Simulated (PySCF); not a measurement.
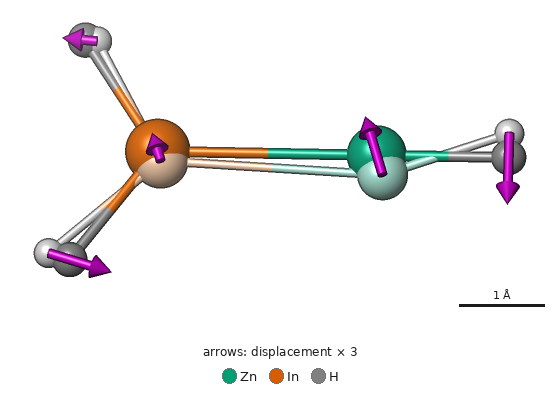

A relaxation of ZnInH3. The starting structure is drawn faded, the final one solid; purple arrows show the displacements, magnified 3 times. The two geometries are superimposed by the best rigid fit.

Style: ball-and-stick. Shown at a tilt.

These are results of RKS PBE0-D4/def2-TZVP, density fitting (PySCF), not measurements. 

### What did the optimiser do to the structure, and how much energy did it gain?

The energy falls by 0.145 eV in 10 geometry steps. The atom that moves furthest after the best rigid fit is an H atom (0.31 Å). By element the largest moves are H 0.31 Å, Zn 0.27 Å, In 0.13 Å. Near-neighbour distances that change, for instance: In–Zn 2.650 → 2.604 Å, H–In 1.786 → 1.740 Å, H–Zn 1.580 → 1.569 Å. Bond angles that change, for instance: In–Zn–H 155.8° → 179.9°, Zn–In–H 132.2° → 123.3°, H–In–H 106.3° → 113.5°. Cost: 62 s on 2 threads of Oxide Virtual Turin-like (shared host).
